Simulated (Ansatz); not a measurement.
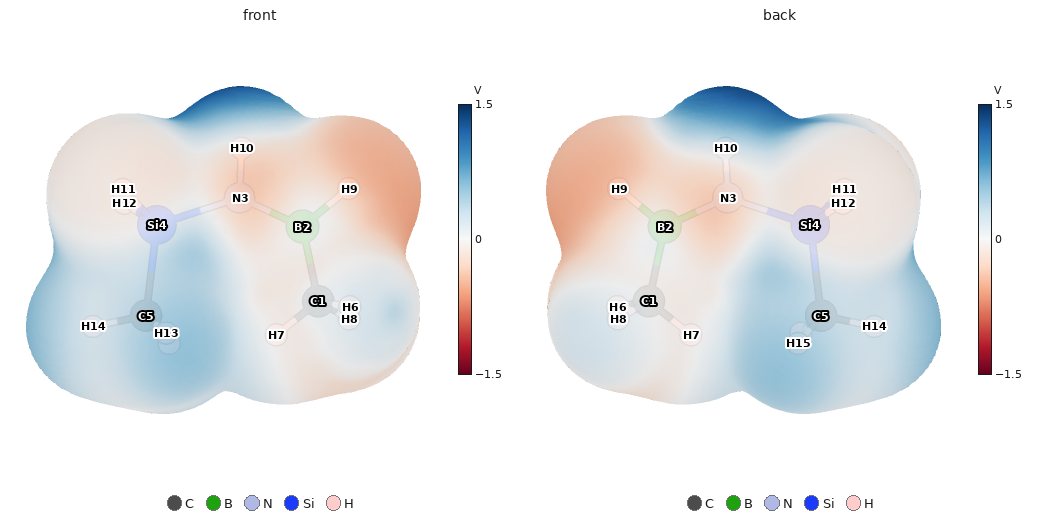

Figure. C₂H₁₀BNSi (SMILES CBN[SiH2]C). The molecular electrostatic potential painted on the density surface at 0.001 e/bohr³, seen from the front and from behind; the colour scale runs from red (negative) to blue (positive).

Theory: Ansatz, RKS PBE/def2-SVP.

```xyz
15

C    -1.5550    0.5282   -1.1812
B    -1.0188   -0.9473   -1.0239
N     0.0573   -1.3745   -0.2026
Si    1.2172   -0.6219    0.9181
C     1.0546    1.2432    1.0945
H    -2.6425    0.5482   -0.9486
H    -1.0595    1.3126   -0.5797
H    -1.4906    0.8223   -2.2524
H    -1.5727   -1.8308   -1.6695
H     0.2218   -2.3868   -0.2662
H     1.0500   -1.2736    2.2686
H     2.6059   -0.9657    0.4385
H     0.0706    1.5354    1.5109
H     1.8402    1.5951    1.7949
H     1.1999    1.7647    0.1281
```

**Which sites attract a positive test charge, and which a negative one?**

A positive charge is drawn to the negative regions and a negative charge to the positive ones. The most negative region (about −0.6 V) lies over H9, the most positive (about +1.3 V) over H10.
